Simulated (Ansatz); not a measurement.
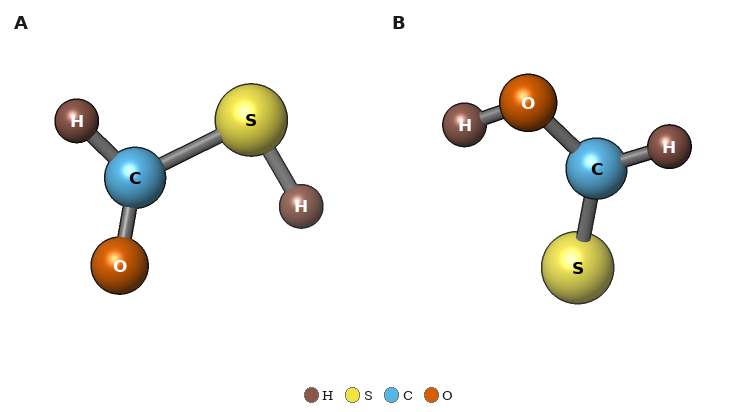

2 stationary structures of one formula. Geometries: PBE0-D4/def2-TZVP. Electronic energies: RHF-CCSD(T) (frozen core)/def2-TZVPP (Ansatz 0.2.0), without zero-point energy.

Question: Which structure is the most stable?

Answer: A is lowest (Cs, a minimum); B lies 1.2 kcal/mol above it (Cs, a minimum).

Give E(B) − E(A) in kcal/mol at these levels too: PBE-QIDH (frozen core)/def2-TZVPP; RHF-CCSD(T) (frozen core)/def2-QZVPP; ωB97M-V/def2-TZVPP; BLYP-D4/def2-TZVPP; ωB97X-V/def2-TZVPP; RHF-CCSD(T) (frozen core)/def2-TZVPP; CAM-B3LYP-D4/def2-TZVPP; B2PLYP (frozen core)/def2-TZVPP.

| level | E(B) − E(A) (kcal/mol) |
| --- | --- |
| PBE-QIDH (frozen core)/def2-TZVPP | +0.9 |
| RHF-CCSD(T) (frozen core)/def2-QZVPP | +1.0 |
| ωB97M-V/def2-TZVPP | +1.3 |
| BLYP-D4/def2-TZVPP | +3.1 |
| ωB97X-V/def2-TZVPP | +2.5 |
| RHF-CCSD(T) (frozen core)/def2-TZVPP | +1.2 |
| CAM-B3LYP-D4/def2-TZVPP | +1.9 |
| B2PLYP (frozen core)/def2-TZVPP | +1.7 |
